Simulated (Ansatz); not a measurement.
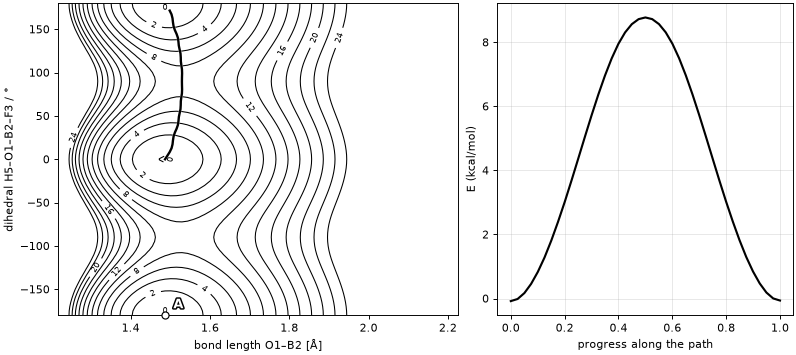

BClFH₂O, SMILES [OH2+]B(F)Cl, charge +1. The first coordinate is: bond length O1–B2; the second: dihedral H5–O1–B2–F3. Nothing is relaxed (all other coordinates rigid). The grid has 9 × 10 points; 55 points were computed and 35 follow by symmetry. Points are written as (first, second). Energies are in kcal/mol, from the lowest grid point. The reference is spin-restricted, which grows unreliable where a bond is stretched far. Computed with RKS wB97M-V/def2-SVP (Ansatz).

Drawn: contour lines labelled in kcal/mol (none above 24), a line along the lowest path, the energy along the path at the right, the start A. Between grid points the surface is interpolated.

### Describe the path and its barrier.

The easiest path leads from the well at (1.469 Å, −180°) to a well of about the same depth at (1.469 Å, 0°). Its highest point lies about 8.9 kcal/mol above the bottom of the first well on the interpolated surface, at about (1.53 Å, 90°). The start is the relaxed structure and all else is held, so a fully relaxed path at this level can only be lower.
